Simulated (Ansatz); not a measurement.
## SnSiH3F3: single-point calculation

- system: SnSiH3F3
- method: RKS PBE0-D4/def2-TZVPP (Ansatz 0.2.0)

The geometry comes from this level: PBE0-D4/def2-TZVP.

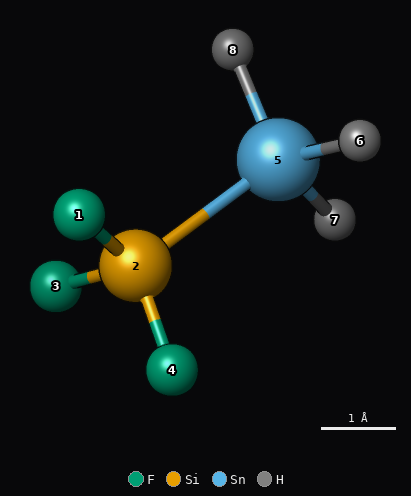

**Figure 1.** The structure as given in the input (ball-and-stick view, seen at an oblique angle; atoms are numbered from 1 in the order of the input). Sticks mark near contacts. Bond lengths as drawn: F–Si 1.58 Å, H–Sn 1.70 Å and Si–Sn 2.55 Å.

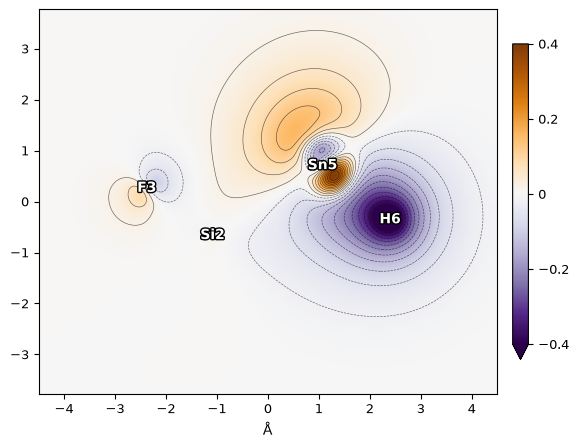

**Figure 2.** The HOMO−1 on the plane of atoms Si2, Sn5 and H6 (values in Å⁻³ᐟ²; the overall sign is arbitrary). Its weight (Hirshfeld) is mainly on Sn5 (45 %), H8 (35 %) and H6 (15 %). Its energy is −9.68 eV.

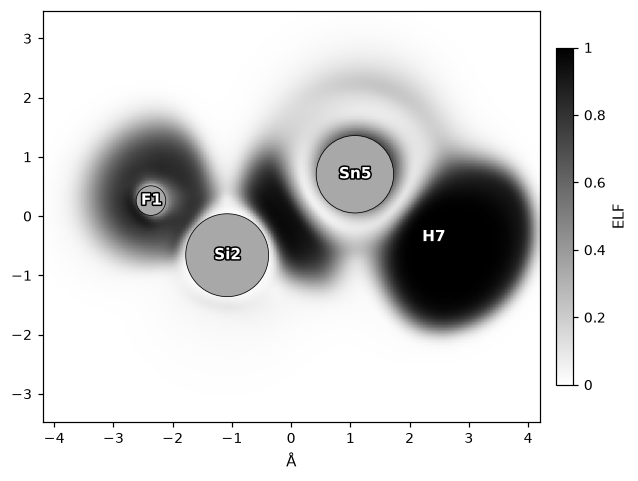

**Figure 3.** ELF on the plane of atoms Si2, Sn5 and H7. Grey discs, where drawn, cover atomic cores. The section cuts through F, Si, Sn and H sites. Si–F (1.58 Å): the ELF peaks at about 0.85 between the atoms. Si–Sn (2.55 Å): the ELF peaks at about 1 between the atoms (a shared electron pair). Sn–H (1.70 Å): the ELF climbs to about 1 towards the hydrogen, as it does in any bond to H.

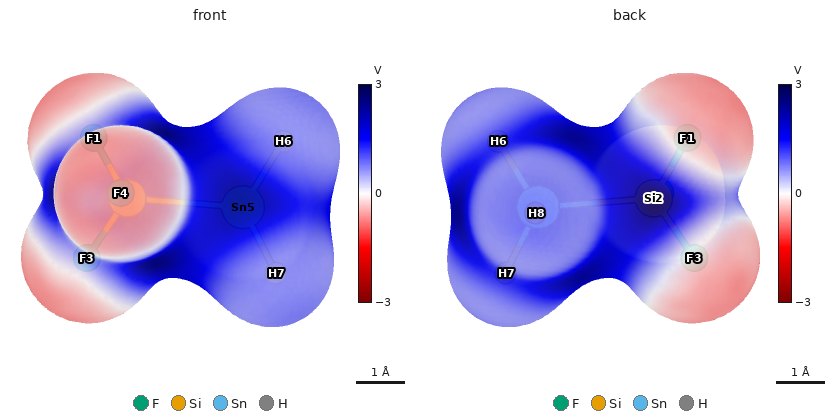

**Figure 4.** The molecular electrostatic potential painted on the density surface at 0.004 e/bohr³, seen at a tilt and from behind; red is negative and blue positive.

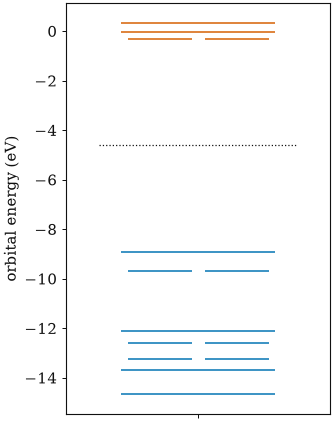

**Figure 5.** Orbital energies near the frontier; the dotted line parts filled from empty levels, and levels within 0.02 eV of each other stand side by side. Highest filled −8.90 eV, lowest empty −0.33 eV, 8.57 eV apart.

These pictures come from the run below.

**Input file**
```yaml
crystal:
  periodic: [false, false, false]
  atoms:
    - {symbol: F, position_ang: [0.564003, -1.688037, 1.562503]}
    - {symbol: Si, position_ang: [0.853529, -0.921738, 0.208342]}
    - {symbol: F, position_ang: [0.855517, -2.009689, -0.941066]}
    - {symbol: F, position_ang: [2.329657, -0.359708, 0.307970]}
    - {symbol: Sn, position_ang: [-0.850244, 0.929420, -0.227557]}
    - {symbol: H, position_ang: [-0.791368, 2.049139, 1.051768]}
    - {symbol: H, position_ang: [-0.466145, 1.702641, -1.693335]}
    - {symbol: H, position_ang: [-2.402748, 0.240771, -0.324525]}
basis:
  gaussian: {orbitals: def2-TZVPP}
hamiltonian: {xc: pbe0, dispersion: d4}
output: {orbitals: {seedname: orbitals}}
```

Command:
```bash
ansatz run in.yaml --threads 4 --pin off --events-out ev --progress --plain --max-ram 10444MiB
```

**Log**
```
Functional definition: PBE0
  name "PBE0"
  cite "Adamo & Barone, J. Chem. Phys. 110, 6158 (1999) doi:10.1063/1.478522"
  cite "Perdew, Burke & Ernzerhof, Phys. Rev. Lett. 77, 3865 (1996) doi:10.1103/PhysRevLett.77.3865"
  parent pbe
  parameter a = 0.25
  parameter kappa = 0.804
  parameter beta = 0.06672455060314922
  exchange = (1 - a)*pbe_x(kappa = kappa, mu = beta*pi^2/3) + a*exact_x
  correlation = pbe_c(beta = beta)
1397 factors; their error is unknown
mean field evaluation 1: about -21903.1416 eV, gradient 5.2e1 eV
mean field evaluation 2: about -21898.6091 eV, gradient 7.9e1 eV
mean field evaluation 4: about -21906.7104 eV, gradient 7.4e-1 eV
mean field evaluation 8: about -21906.8322 eV, gradient 2.6e-1 eV
mean field evaluation 16: about -21906.8323 eV, gradient 9.9e-6 eV
mean field -21906.83225190 eV, -805.0612362733 hartree, gradient 9.9e-6 eV, S^2 0.000000; 0 other end points of the search recorded, 0 dependent functions left out
reference -21906.83228881 eV, -805.0612376296 hartree; 33, 33 occupied and 194, 194 virtual orbitals, 1397 factors
Total energy: -21906.98849122 eV, -805.0669779624 hartree
```

**Summary**

```csv
quantity,value
outcome,converged
total energy,−21906.9885 eV
mean-field energy,−21906.8323 eV
dispersion energy,−0.1562 eV
SCF solution under orbital rotations,stable
HOMO,−8.90 eV
LUMO,−0.33 eV
hardware,"4 threads of Arm Neoverse V2, 23 GiB of memory available, shared host"
wall time,3.1 s (CPU time 11 s)
peak memory,0.58 GiB
```
